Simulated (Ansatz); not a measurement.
**K+ with SO₂: superposition error and deformation, part 1 of 2**

Aim: split the binding of a pair into the counterpoise interaction, the basis-set superposition error and the cost of deforming the fragments.

Computed with Ansatz 0.2.0, Gaussian basis. Level: PBE0-D4 structures, single points in def2-TZVPPD.

Levels: PBE-D4, revPBE-D4, BLYP-D4, r2SCAN-D4, B97M-V, PBE0-D4, B3LYP-D4, HSE06-D4, wB97X-V, wB97M-V, B2PLYP, Hartree-Fock, MP2, CCSD, CCSD(T).

Correlated methods freeze the cores. The outer core shell of Li, Na, Mg and K is correlated. B3LYP uses VWN-RPA correlation. B2PLYP carries no dispersion term here.

129 further runs of the same task are left out: 129 set aside as unsound or not needed.

## Step 1: Where the work starts

The relaxed pair: 4 atoms, charge 1, spin multiplicity 1.

Atoms are counted from 1 here; the program's logs count them from 0.

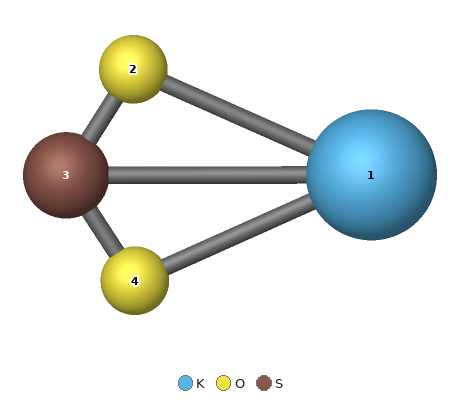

As it starts; potassium blue, oxygen yellow, sulfur brown; atoms are numbered from 1 in the order of the file.

As a file:

```
atom    x (Å)    y (Å)    z (Å)
  K1  -0.1530   0.5368  -2.1555
  O2  -0.6778   0.8212   0.7575
  S3   0.0893  -0.3038   1.2183
  O4   0.7415  -1.0541   0.1796
```

Atoms 1 to 1 are fragment A (K+), the rest fragment B (SO₂). From earlier runs, pair energy (eV) and counterpoise interaction (kJ/mol):

| method | E(pair) | interaction |
| --- | --- | --- |
| PBE-D4 | -31237.39517 | -51.14 |
| revPBE-D4 | -31246.15736 | -47.79 |
| BLYP-D4 | -31251.70423 | -51.55 |
| r2SCAN-D4 | -31248.24013 | -50.98 |
| B97M-V | -31243.50440 | -52.11 |
| PBE0-D4 | -31239.03592 | -53.34 |
| B3LYP-D4 | -31252.51717 | -54.53 |
| HSE06-D4 | -31238.45010 | -53.31 |
| wB97X-V | -31246.36776 | -54.77 |
| wB97M-V | -31249.63268 | -55.72 |
| B2PLYP | -31241.96082 | -49.92 |
| Hartree-Fock | -31193.22493 | -53.19 |
| MP2 | -31215.27607 | -49.34 |
| CCSD(T) | -31216.39532 | -50.47 |

First each fragment is run alone in its own basis, frozen in the shape it has in the pair (a, b).

## Step 2: wB97X-V/def2-TZVPPD

a/in.yaml reads:

```yaml
crystal:
  periodic: [false, false, false]
  atoms:
    - {symbol: K, position_ang: [-0.153019, 0.536809, -2.155453]}
basis:
  gaussian: {orbitals: "def2-TZVPPD.json"}
total_charge: 1
hamiltonian: {xc: {name: wB97X-V}}
```

b/in.yaml reads:

```yaml
crystal:
  periodic: [false, false, false]
  atoms:
    - {symbol: O, position_ang: [-0.677835, 0.821214, 0.757511]}
    - {symbol: S, position_ang: [0.089324, -0.303807, 1.218326]}
    - {symbol: O, position_ang: [0.741529, -1.054116, 0.179617]}
basis:
  gaussian: {orbitals: "def2-TZVPPD.json"}
hamiltonian: {xc: {name: wB97X-V}}
```

The basis file named in the input lies beside it (Basis Set Exchange, JSON).

The same command starts each run, in its folder.

Run with:

```
$ ansatz run in.yaml --threads 2 --pin off --events-out ev --progress --plain --max-ram 5222MiB
```

Log of a:

```text
Functional definition: wB97X-V
  name "wB97X-V"
  cite "Mardirossian & Head-Gordon, Phys. Chem. Chem. Phys. 16, 9904 (2014) doi:10.1039/C3CP54374A"
  cite "Becke, J. Chem. Phys. 107, 8554 (1997) doi:10.1063/1.475007"
  cite "Vydrov & Van Voorhis, J. Chem. Phys. 133, 244103 (2010) doi:10.1063/1.3521275"
  parameter omega = 0.3/bohr
  parameter cx = 0.167
  parameter cx1 = 0.603
  parameter cx2 = 1.194
  parameter css0 = 0.556
  parameter css1 = -0.257
  parameter cos0 = 1.219
  parameter cos1 = -1.850
  parameter b = 6.0
  parameter c = 0.01
  exchange = spin_sum(e_x_unif_sr(omega)*poly(b97_u_x, 1 - cx, cx1, cx2)) + cx*exact_x_sr(omega) + exact_x_lr(omega)
  correlation = spin_sum(e_c_pw_same_spin*poly(b97_u_same, css0, css1))
      + integral(e_c_pw_opposite_spin*poly(b97_u_opposite, cos0, cos1)) + vv10(b, c)
294 factors; their error is unknown
80 factors; integrals over basis functions are off by at most 9.2e-5 eV
mean field evaluation 1: about -16317.7546 eV, gradient 5.6e-1 eV
mean field evaluation 2: about -16317.7547 eV, gradient 5.6e-1 eV
mean field evaluation 4: about -16317.7553 eV, gradient 1.1e-2 eV
mean field evaluation 8: about -16317.8030 eV, gradient 1.8e-4 eV
mean field -16317.80298627 eV, -599.6681991414 hartree, gradient 7.1e-6 eV, S^2 0.000000; 0 other end points of the search recorded, 0 dependent functions left out
reference -16317.80298498 eV, -599.6681990939 hartree; 9, 9 occupied and 27, 27 virtual orbitals, 294 factors
Total energy: -16317.80298498 eV, -599.6681990939 hartree
```

Log of b (excerpt; [...] marks lines left out):

```text
[... 5 set-up lines as earlier in the session ...]
[...]
      + integral(e_c_pw_opposite_spin*poly(b97_u_opposite, cos0, cos1)) + vv10(b, c)
707 factors; their error is unknown
163 factors; integrals over basis functions are off by at most 2.9e-5 eV
[...]
mean field -14927.99037834 eV, -548.5935278488 hartree, gradient 1.9e-5 eV, S^2 0.000000; 0 other end points of the search recorded, 0 dependent functions left out
reference -14927.99037612 eV, -548.5935277671 hartree; 16, 16 occupied and 115, 115 virtual orbitals, 707 factors
Total energy: -14927.99037612 eV, -548.5935277671 hartree
```

Wall times: 0.65 s (a), 1.6 s (b) on 2 threads of Intel Xeon 6975P-C, shared host.

## Step 3: wB97M-V/def2-TZVPPD

The same edit goes into each in.yaml of step 2 (a, b):

```diff
-hamiltonian: {xc: {name: wB97X-V}}
+hamiltonian: {xc: {name: wB97M-V}}
```

One command serves all of them, each in its own folder.

Run with:

```
$ ansatz run in.yaml --threads 2 --pin off --events-out ev --progress --plain --max-ram 5222MiB
```

a printed (excerpt; [...] marks lines left out):

```text
Functional definition: wB97M-V
  name "wB97M-V"
  cite "Mardirossian & Head-Gordon, J. Chem. Phys. 144, 214110 (2016) doi:10.1063/1.4952647"
[... 2 set-up lines as earlier in the session ...]
  # Of w^i u^j: cxij and so on, Table III.
[...]
  gx(w, u) = 1 - cx + cx01*u + cx10*w
  gss(w, u) = css00 + css04*u^4 + css10*w + css20*w^2 + css43*w^4*u^3
  gos(w, u) = cos00 + cos10*w + (cos20 + cos21*u)*w^2 + (cos60 + cos61*u)*w^6
[...]
      + integral(e_c_pw_mod_opposite_spin*gos(b97_w_opposite, b97_u_opposite)) + vv10(b, c)
294 factors; their error is unknown
80 factors; integrals over basis functions are off by at most 9.2e-5 eV
[...]
mean field -16319.33110416 eV, -599.7243564378 hartree, gradient 8.1e-6 eV, S^2 0.000000; 0 other end points of the search recorded, 0 dependent functions left out
reference -16319.33114010 eV, -599.7243577587 hartree; 9, 9 occupied and 27, 27 virtual orbitals, 294 factors
Total energy: -16319.33114010 eV, -599.7243577587 hartree
```

Log of b (excerpt; [...] marks lines left out):

```text
[... 5 set-up lines as earlier in the session ...]
  # Of w^i u^j: cxij and so on, Table III.
[...]
  gx(w, u) = 1 - cx + cx01*u + cx10*w
  gss(w, u) = css00 + css04*u^4 + css10*w + css20*w^2 + css43*w^4*u^3
  gos(w, u) = cos00 + cos10*w + (cos20 + cos21*u)*w^2 + (cos60 + cos61*u)*w^6
[...]
      + integral(e_c_pw_mod_opposite_spin*gos(b97_w_opposite, b97_u_opposite)) + vv10(b, c)
686 factors; their error is unknown
163 factors; integrals over basis functions are off by at most 2.9e-5 eV
[...]
mean field -14929.71841712 eV, -548.6570321024 hartree, gradient 8.3e-5 eV, S^2 0.000000; 0 other end points of the search recorded, 0 dependent functions left out
reference -14929.71847350 eV, -548.6570341745 hartree; 16, 16 occupied and 115, 115 virtual orbitals, 686 factors
Total energy: -14929.71847350 eV, -548.6570341745 hartree
```

Wall times: 0.7 s (a), 1.8 s (b) on 2 threads of Intel Xeon 6975P-C, shared host.

## Step 4: B2PLYP/def2-TZVPPD

Each input of step 3 (a, b) changes in the same lines:

```diff
-hamiltonian: {xc: {name: wB97M-V}}
+hamiltonian: {xc: {name: B2PLYP}}
```

One command serves all of them, each in its own folder.

Run with:

```
$ ansatz run in.yaml --threads 2 --pin off --events-out ev --progress --plain --max-ram 5222MiB
```

Output in a (excerpt; [...] marks lines left out):

```text
Functional definition: B2PLYP
  name "B2PLYP"
  cite "Grimme, J. Chem. Phys. 124, 034108 (2006) doi:10.1063/1.2148954"
  cite "Becke, Phys. Rev. A 38, 3098 (1988) doi:10.1103/PhysRevA.38.3098"
  cite "Lee, Yang & Parr, Phys. Rev. B 37, 785 (1988) doi:10.1103/PhysRevB.37.785"
[...]
206 factors; integrals over basis functions are off by at most 1.5e-4 eV
[...]
mean field -16314.67160316 eV, -599.5531229344 hartree, gradient 5.3e-6 eV, S^2 0.000000; 0 other end points of the search recorded, 0 dependent functions left out
5 core orbitals not correlated: weight in the atoms' cores, before any rotation towards them, 1.000 or more for the frozen orbitals, at most 0.000 for the correlated occupied ones
reference -16314.67168109 eV, -599.5531257983 hartree; 4, 4 occupied and 27, 27 virtual orbitals, 206 factors
second order -4.82704404 eV of doubles, -0.00000000 eV of singles
Total energy: -16315.97498298 eV, -599.6010212594 hartree
```

Log of b (excerpt; [...] marks lines left out):

```text
[... 5 set-up lines as earlier in the session ...]
[...]
804 factors; integrals over basis functions are off by at most 1.0e-3 eV
[...]
mean field -14919.41270432 eV, -548.2783041427 hartree, gradient 6.9e-6 eV, S^2 0.000000; 0 other end points of the search recorded, 0 dependent functions left out
7 core orbitals not correlated: weight in the atoms' cores, before any rotation towards them, 1.000 or more for the frozen orbitals, at most 0.000 for the correlated occupied ones
reference -14919.41284345 eV, -548.2783092554 hartree; 9, 9 occupied and 115, 115 virtual orbitals, 804 factors
second order -22.37167206 eV of doubles, -0.00000000 eV of singles
Total energy: -14925.45319490 eV, -548.5002880771 hartree
```

They took 0.25 s (a), 1.2 s (b) on 2 threads of Intel Xeon 6975P-C, shared host.

## Step 5: B97M-V/def2-TZVPPD

The same edit goes into each in.yaml of step 4 (a, b):

```diff
-hamiltonian: {xc: {name: B2PLYP}}
+hamiltonian: {xc: {name: B97M-V}}
```

Each run has its own folder and the same command.

Run with:

```
$ ansatz run in.yaml --threads 2 --pin off --events-out ev --progress --plain --max-ram 5222MiB
```

Output in a (excerpt; [...] marks lines left out):

```text
Functional definition: B97M-V
  name "B97M-V"
  cite "Mardirossian & Head-Gordon, J. Chem. Phys. 142, 074111 (2015) doi:10.1063/1.4907719"
[... 2 set-up lines as earlier in the session ...]
  # Of w^i u^j: cxij and so on, Table III.
[...]
  gx(w, u) = cx00 + cx01*u + cx02*u^2 + (cx10 + cx11*u)*w
  gss(w, u) = css00 + css02*u^2 + css10*w + (css32*w^3 + css42*w^4)*u^2
  gos(w, u) = cos00 + cos01*u + cos03*u^3 + cos10*w + cos32*w^3*u^2
[...]
      + integral(e_c_pw_mod_opposite_spin*gos(b97_w_opposite, b97_u_opposite)) + vv10(b, c)
286 factors; their error is unknown
[...]
mean field -16315.86215186 eV, -599.5968747921 hartree, gradient 7.4e-6 eV, S^2 0.000000; 0 other end points of the search recorded, 0 dependent functions left out
reference -16315.86217914 eV, -599.5968757948 hartree; 9, 9 occupied and 27, 27 virtual orbitals, 286 factors
Total energy: -16315.86217914 eV, -599.5968757948 hartree
```

Output in b (excerpt; [...] marks lines left out):

```text
[... 5 set-up lines as earlier in the session ...]
  # Of w^i u^j: cxij and so on, Table III.
[...]
  gx(w, u) = cx00 + cx01*u + cx02*u^2 + (cx10 + cx11*u)*w
  gss(w, u) = css00 + css02*u^2 + css10*w + (css32*w^3 + css42*w^4)*u^2
  gos(w, u) = cos00 + cos01*u + cos03*u^3 + cos10*w + cos32*w^3*u^2
[...]
      + integral(e_c_pw_mod_opposite_spin*gos(b97_w_opposite, b97_u_opposite)) + vv10(b, c)
686 factors; their error is unknown
[...]
mean field -14927.09775800 eV, -548.5607246561 hartree, gradient 1.6e-5 eV, S^2 0.000000; 0 other end points of the search recorded, 0 dependent functions left out
reference -14927.09782275 eV, -548.5607270359 hartree; 16, 16 occupied and 115, 115 virtual orbitals, 686 factors
Total energy: -14927.09782275 eV, -548.5607270359 hartree
```

Wall times: 0.6 s (a), 1.5 s (b) on 2 threads of Intel Xeon 6975P-C, shared host.

## Step 6: CCSD(T)/def2-TZVPPD

The same edit goes into each in.yaml of step 5 (a, b):

```diff
-hamiltonian: {xc: {name: B97M-V}}
+correlation: {method: ccsd_t}
```

The same command starts each run, in its folder.

Run with:

```
$ ansatz run in.yaml --threads 2 --pin off --events-out ev --progress --plain --max-ram 5222MiB
```

a printed (excerpt; [...] marks lines left out):

```text
Functional definition: HF
  name "HF"
  cite "Fock, Z. Phys. 61, 126 (1930) doi:10.1007/BF01340294"
  parent pbe
[...]
206 factors; integrals over basis functions are off by at most 1.5e-4 eV
[...]
mean field -16299.78475555 eV, -599.0060413757 hartree, gradient 2.4e-6 eV, S^2 0.000000; 0 other end points of the search recorded, 0 dependent functions left out
5 core orbitals not correlated: weight in the atoms' cores, before any rotation towards them, 1.000 or more for the frozen orbitals, at most 0.000 for the correlated occupied ones
reference -16299.78475555 eV, -599.0060413757 hartree; 4, 4 occupied and 27, 27 virtual orbitals, 206 factors
second order -4.10192687 eV of doubles, -0.00000000 eV of singles
cycle   1  -4.37575725 eV  change   -2.7e-1 eV  update   1.9e-2
[...]
cycle   6  -4.41654992 eV  change   -2.0e-6 eV  update   3.3e-6
perturbative correction -0.04592391 eV, -0.0016876725 hartree
Total energy: -16304.24722939 eV, -599.1700342643 hartree
```

Log of b (excerpt; [...] marks lines left out):

```text
[... 4 set-up lines as earlier in the session ...]
[...]
804 factors; integrals over basis functions are off by at most 1.0e-3 eV
[...]
mean field -14892.88543808 eV, -547.3034450890 hartree, gradient 3.7e-6 eV, S^2 0.000000; 0 other end points of the search recorded, 0 dependent functions left out; unrestricted orbitals would lower it
7 core orbitals not correlated: weight in the atoms' cores, before any rotation towards them, 1.000 or more for the frozen orbitals, at most 0.000 for the correlated occupied ones
reference -14892.88543808 eV, -547.3034450890 hartree; 9, 9 occupied and 115, 115 virtual orbitals, 804 factors
second order -17.95590089 eV of doubles, -0.00000000 eV of singles
cycle   1  -16.98653303 eV  change    9.7e-1 eV  update   1.4e-1
[...]
cycle  10  -17.76401898 eV  change    1.6e-5 eV  update   1.1e-5
perturbative correction -0.93603949 eV, -0.0343988170 hartree
Total energy: -14911.58549656 eV, -547.9906595628 hartree
```

They took 0.15 s (a), 4 s (b) on 2 threads of Intel Xeon 6975P-C, shared host; peak memory 0.61 GiB.

## Step 7: Relaxing SO₂ alone

relax-b/in.yaml reads:

```yaml
crystal:
  periodic: [false, false, false]
  atoms:
    - {symbol: O, position_ang: [-0.677835, 0.821214, 0.757511]}
    - {symbol: S, position_ang: [0.089324, -0.303807, 1.218326]}
    - {symbol: O, position_ang: [0.741529, -1.054116, 0.179617]}
basis:
  gaussian: {orbitals: def2-TZVP}
hamiltonian: {xc: pbe0, dispersion: d4}
relax: {f_tol: 0.005, max_steps: 200}
```

Run with:

```
$ ansatz run in.yaml --threads 2 --pin off --events-out ev --progress --plain --max-ram 5222MiB
```

Standard output (excerpt; [...] marks lines left out):

```text
Functional definition: PBE0
  name "PBE0"
  cite "Adamo & Barone, J. Chem. Phys. 110, 6158 (1999) doi:10.1063/1.478522"
  cite "Perdew, Burke & Ernzerhof, Phys. Rev. Lett. 77, 3865 (1996) doi:10.1103/PhysRevLett.77.3865"
[... 1 set-up line as earlier in the session ...]
[...]
573 factors; their error is unknown
[...]
mean field -14922.99491364 eV, -548.4099479071 hartree, gradient 7.2e-5 eV, S^2 0.000000; 0 other end points of the search recorded, 0 dependent functions left out
[...]
reference -14922.99492941 eV, -548.4099484866 hartree; 16, 16 occupied and 83, 83 virtual orbitals, 573 factors
relax step   1: F+E_penalty+E_count = -14923.03074130 eV  Δ(F+E_penalty+E_count) = +0.000e0 eV  max|allowed force component| = 1.205e0 eV/Å  Δτ_max = 0.0000 Å  (27 SCF iters, accepted)
[...]
relax step   3: F+E_penalty+E_count = -14923.06064326 eV  Δ(F+E_penalty+E_count) = -1.640e-2 eV  max|allowed force component| = 1.454e-2 eV/Å  Δτ_max = 0.0240 Å  (31 SCF iters, accepted)
[...]
relax step   4: F+E_penalty+E_count = -14923.06065151 eV  Δ(F+E_penalty+E_count) = -8.252e-6 eV  max|allowed force component| = 5.437e-4 eV/Å  Δτ_max = 0.0005 Å  (31 SCF iters, accepted)
573 factors; their error is unknown
mean field -14923.02485058 eV, -548.4110480693 hartree, gradient 3.0e-5 eV, S^2 0.000000; 1 other end points of the search recorded, 0 dependent functions left out
[...]
reference -14923.02486638 eV, -548.4110486501 hartree; 16, 16 occupied and 83, 83 virtual orbitals, 573 factors
Total energy: -14923.06066731 eV, -548.4123643100 hartree
Atom 0 at    -0.689330     0.834134     0.777928 Å, force    -0.000380     0.000544    -0.000130 eV/Å
Atom 1 at     0.087026    -0.296229     1.187738 Å, force     0.000187    -0.000306     0.000337 eV/Å
Atom 2 at     0.755321    -1.074614     0.189788 Å, force     0.000194    -0.000238    -0.000207 eV/Å
Dipole moment:     0.026149    -0.085177     0.340682 e Å
```

Run time: 2.6 s. Hardware: 2 threads of Intel Xeon 6975P-C, shared host.

Step by step:

```
step  energy from step 1 (eV)  largest force component (eV/Å)
   1                   0.0000                          1.2049
   2                  -0.0135                          0.8683
   3                  -0.0299                          0.0145
   4                  -0.0299                          0.0005
```

Distances of close pairs at the start and the end, largest changes first:

```csv
bond,before (Å),after (Å),change (Å)
S2–O3,1.438,1.431,-0.007
O1–S2,1.438,1.431,-0.006
```

## Step 8: PBE-D4/def2-TZVPPD

free-b/in.yaml reads:

```yaml
crystal:
  periodic: [false, false, false]
  atoms:
    - {symbol: O, position_ang: [-0.689330, 0.834134, 0.777928]}
    - {symbol: S, position_ang: [0.087026, -0.296229, 1.187738]}
    - {symbol: O, position_ang: [0.755321, -1.074614, 0.189788]}
basis:
  gaussian: {orbitals: "def2-TZVPPD.json"}
hamiltonian: {xc: pbe, dispersion: d4}
```

Run with:

```
$ ansatz run in.yaml --threads 2 --pin off --events-out ev --progress --plain --max-ram 5222MiB
```

Standard output:

```text
Functional definition: PBE
  name "PBE"
[... 2 set-up lines as earlier in the session ...]
  parameter kappa = 0.804
  parameter beta = 0.06672455060314922
  exchange = pbe_x(kappa = kappa, mu = beta*pi^2/3)
  correlation = pbe_c(beta = beta)
686 factors; their error is unknown
mean field evaluation 1: about -14912.6259 eV, gradient 8.0e1 eV
mean field evaluation 2: about -14850.3072 eV, gradient 2.0e2 eV
mean field evaluation 4: about -14922.7803 eV, gradient 6.1e0 eV
mean field evaluation 8: about -14922.8465 eV, gradient 7.5e-2 eV
mean field -14922.84655075 eV, -548.4044956715 hartree, gradient 3.2e-5 eV, S^2 0.000000; 0 other end points of the search recorded, 0 dependent functions left out
reference -14922.84659607 eV, -548.4044973369 hartree; 16, 16 occupied and 115, 115 virtual orbitals, 686 factors
Total energy: -14922.89034397 eV, -548.4061050427 hartree
```

It took 0.6 s on 2 threads of Intel Xeon 6975P-C, shared host.

## Step 9: r2SCAN-D4/def2-TZVPPD

Changes to free-b/in.yaml since step 8:

```diff
@@ -8,2 +8,2 @@
   gaussian: {orbitals: "def2-TZVPPD.json"}
-hamiltonian: {xc: pbe, dispersion: d4}
+hamiltonian: {xc: r2scan, dispersion: d4}
```

Run with:

```
$ ansatz run in.yaml --threads 2 --pin off --events-out ev --progress --plain --max-ram 5222MiB
```

Standard output:

```text
Functional definition: r2SCAN
  name "r2SCAN"
  cite "Furness, Kaplan, Ning, Perdew & Sun, J. Phys. Chem. Lett. 11, 8208 (2020) doi:10.1021/acs.jpclett.0c02405"
  cite "Furness, Kaplan, Ning, Perdew & Sun, J. Phys. Chem. Lett. 11, 9248 (2020) doi:10.1021/acs.jpclett.0c03077"
  parent r2scan
  parameter k0 = 0.174
  parameter k1 = 0.065
  parameter a1 = 4.9479
  exchange = r2scan_x(k0 = k0, k1 = k1, a1 = a1)
  correlation = r2scan_c
686 factors; their error is unknown
mean field evaluation 1: about -14919.7985 eV, gradient 7.4e1 eV
mean field evaluation 2: about -14877.7455 eV, gradient 1.7e2 eV
mean field evaluation 4: about -14928.6328 eV, gradient 4.2e0 eV
mean field evaluation 8: about -14928.6642 eV, gradient 1.8e-2 eV
mean field evaluation 16: about -14928.6546 eV, gradient 1.2e-5 eV
mean field -14928.65461008 eV, -548.6179379151 hartree, gradient 1.1e-5 eV, S^2 0.000000; 0 other end points of the search recorded, 0 dependent functions left out
reference -14928.65462616 eV, -548.6179385057 hartree; 16, 16 occupied and 115, 115 virtual orbitals, 686 factors
Total energy: -14928.66409198 eV, -548.6182863684 hartree
```

Wall time 0.95 s (2 threads of Intel Xeon 6975P-C, shared host).

## Step 10: PBE0-D4/def2-TZVPPD

Changes to free-b/in.yaml since step 9:

```diff
@@ -8,2 +8,3 @@
   gaussian: {orbitals: "def2-TZVPPD.json"}
-hamiltonian: {xc: r2scan, dispersion: d4}
+hamiltonian: {xc: pbe0, dispersion: d4}
+output: {orbitals: {seedname: orbitals}}
```

Run with:

```
$ ansatz run in.yaml --threads 2 --pin off --events-out ev --progress --plain --max-ram 5222MiB
```

Standard output (excerpt; [...] marks lines left out):

```text
[... 5 set-up lines as earlier in the session ...]
  parameter a = 0.25
[... 2 set-up lines as earlier in the session ...]
  exchange = (1 - a)*pbe_x(kappa = kappa, mu = beta*pi^2/3) + a*exact_x
[... 1 set-up line as earlier in the session ...]
724 factors; their error is unknown
mean field evaluation 1: about -14915.9381 eV, gradient 6.7e1 eV
mean field evaluation 2: about -14894.6483 eV, gradient 1.3e2 eV
mean field evaluation 4: about -14923.0651 eV, gradient 1.9e0 eV
mean field evaluation 8: about -14923.1168 eV, gradient 2.0e-2 eV
mean field -14923.11679160 eV, -548.4144268396 hartree, gradient 4.5e-5 eV, S^2 0.000000; 0 other end points of the search recorded, 0 dependent functions left out
reference -14923.11682569 eV, -548.4144280923 hartree; 16, 16 occupied and 115, 115 virtual orbitals, 724 factors
Total energy: -14923.15262662 eV, -548.4157437522 hartree
```

Wall time 0.85 s (2 threads of Intel Xeon 6975P-C, shared host).

## Step 11: B3LYP-D4/def2-TZVPPD

Changes to free-b/in.yaml since step 10:

```diff
@@ -8,3 +8,2 @@
   gaussian: {orbitals: "def2-TZVPPD.json"}
-hamiltonian: {xc: pbe0, dispersion: d4}
-output: {orbitals: {seedname: orbitals}}
+hamiltonian: {xc: {name: B3LYP}, dispersion: d4}
```

Run with:

```
$ ansatz run in.yaml --threads 2 --pin off --events-out ev --progress --plain --max-ram 5222MiB
```

Standard output (excerpt; [...] marks lines left out):

```text
Functional definition: B3LYP
  name "B3LYP"
  cite "Stephens, Devlin, Chabalowski & Frisch, J. Phys. Chem. 98, 11623 (1994) doi:10.1021/j100096a001"
[... 2 set-up lines as earlier in the session ...]
  cite "Vosko, Wilk & Nusair, Can. J. Phys. 58, 1200 (1980) doi:10.1139/p80-159"
[...]
712 factors; their error is unknown
[...]
mean field -14931.59128114 eV, -548.7258585859 hartree, gradient 3.2e-5 eV, S^2 0.000000; 0 other end points of the search recorded, 0 dependent functions left out
reference -14931.59150328 eV, -548.7258667492 hartree; 16, 16 occupied and 115, 115 virtual orbitals, 712 factors
Total energy: -14931.66332791 eV, -548.7285062557 hartree
```

Wall time 0.95 s (2 threads of Intel Xeon 6975P-C, shared host).

(Continued in part 2 of 2.)
